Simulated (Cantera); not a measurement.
A closed system holds: 1 mol SiCl4, a varied amount of H2O, 3.8 mol H2, at 1648.15 K and 7.50 Torr.

These are equilibrium values from Cantera (NASA tables, ideal gas, pure condensed phases), not measurements of a reactor. Candidate condensed phases: H2O, Si, SiO2; 30 gas species. The tables' values for SiCl3, SiCl are old estimates; treat these amounts as uncertain. The tables hold silica as quartz up to 1696 K and as liquid above; real silica turns to tridymite and cristobalite and melts near 1996 K. Kinetics and transport are ignored.

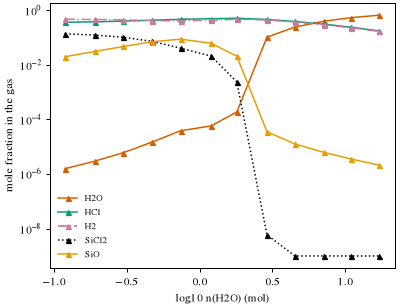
*Equilibrium gas composition (values under 1e-9 drawn at 1e-9)*

From 0.12 mol H2O to 0.47 mol H2O nothing is condensed. From 0.74 mol H2O to 17 mol H2O the condensed part is SiO2(β-quartz). The main Si-bearing gas is SiCl2 at 0.12 mol H2O and SiO at 17 mol H2O.
